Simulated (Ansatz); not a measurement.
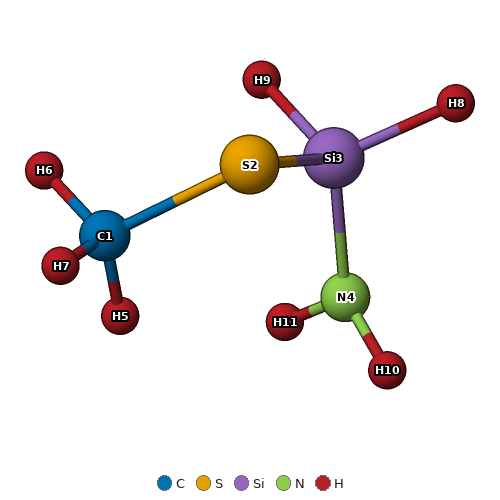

The system is CH₇NSSi (SMILES CS[SiH2]N) with the probe H; the picture shows it without the atoms that are moved over the map. The probe is moved over a plane parallel to the molecule's main plane, 4.37 Å above it. The first coordinate is: x of the probe's H atom; the second: y of the probe's H atom. Nothing is relaxed (molecule and probe rigid). The scan uses a 15 × 13 grid. Points are written as (first, second). Energies: kJ/mol, counted from the lowest grid point. The calculation used UKS PBE0-D4/def2-SVP in Ansatz 0.2.0.

Range: x of the probe's H atom from −3.92 to 3.92 Å; y of the probe's H atom from −3.36 to 3.36 Å.

### Predict the map.

The lowest grid point is at (1.12 Å, 0.00 Å) [nearest 2 H at 3.31 Å]. No other kind of well shows on this grid. The highest grid point, (3.92 Å, 3.36 Å), lies 1.19 kJ/mol above the lowest. Near the minimum the curvatures are about 0.002 and 0.0066 eV/Å² along the soft and the stiff direction.

```
y of the probe's H atom ↓, x of the probe's H atom →  −3.92  −3.36  −2.80  −2.24  −1.68  −1.12  −0.56  0.00  0.56  1.12  1.68  2.24  2.80  3.36  3.92
                                                3.36   1.12   1.04   0.95   0.85   0.78   0.74   0.73  0.75  0.81  0.89  0.97  1.05  1.11  1.16  1.19
                                                2.80   1.05   0.93   0.80   0.68   0.59   0.54   0.52  0.54  0.61  0.70  0.82  0.93  1.03  1.10  1.16
                                                2.24   0.97   0.81   0.65   0.54   0.47   0.44   0.40  0.38  0.40  0.50  0.64  0.79  0.92  1.03  1.11
                                                1.68   0.89   0.71   0.56   0.49   0.51   0.52   0.45  0.32  0.25  0.29  0.44  0.62  0.79  0.94  1.05
                                                1.12   0.83   0.64   0.50   0.51   0.63   0.71   0.60  0.36  0.17  0.15  0.27  0.47  0.66  0.84  0.98
                                                0.56   0.80   0.60   0.48   0.51   0.68   0.77   0.66  0.37  0.11  0.05  0.16  0.35  0.55  0.74  0.91
                                                0.00   0.81   0.61   0.46   0.46   0.58   0.65   0.55  0.28  0.06  0.00  0.11  0.29  0.48  0.67  0.85
                                               −0.56   0.85   0.65   0.49   0.41   0.42   0.44   0.35  0.18  0.03  0.03  0.15  0.30  0.46  0.64  0.82
                                               −1.12   0.91   0.73   0.56   0.43   0.36   0.32   0.25  0.15  0.11  0.15  0.24  0.36  0.49  0.66  0.83
                                               −1.68   0.98   0.84   0.69   0.55   0.46   0.39   0.34  0.28  0.28  0.30  0.38  0.46  0.58  0.73  0.88
                                               −2.24   1.06   0.95   0.84   0.72   0.64   0.59   0.54  0.50  0.49  0.51  0.54  0.61  0.71  0.82  0.96
                                               −2.80   1.12   1.05   0.98   0.90   0.84   0.80   0.77  0.74  0.72  0.71  0.73  0.77  0.85  0.94  1.04
                                               −3.36   1.17   1.13   1.08   1.04   1.01   0.98   0.96  0.94  0.92  0.91  0.91  0.94  0.99  1.05  1.12
```

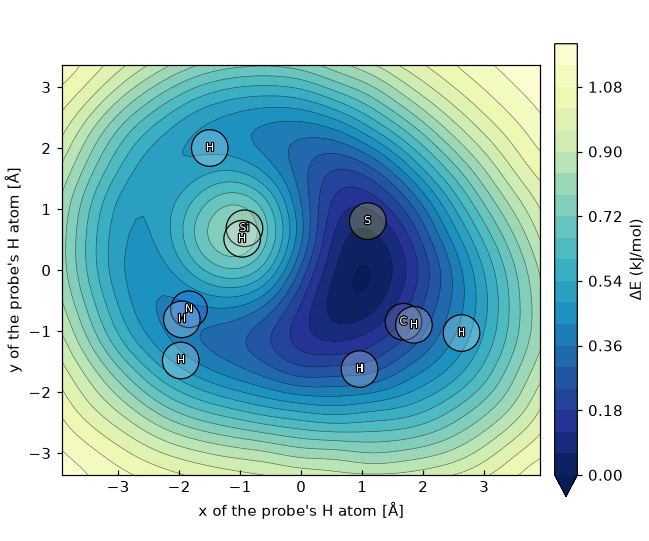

Drawn: filled contours, labelled circles for the molecule's atoms, projected on the plane. Between grid points the surface is interpolated.

Time for the 195 points that were run: 31 min on 1 thread of Arm Neoverse V2, with other jobs on the host.
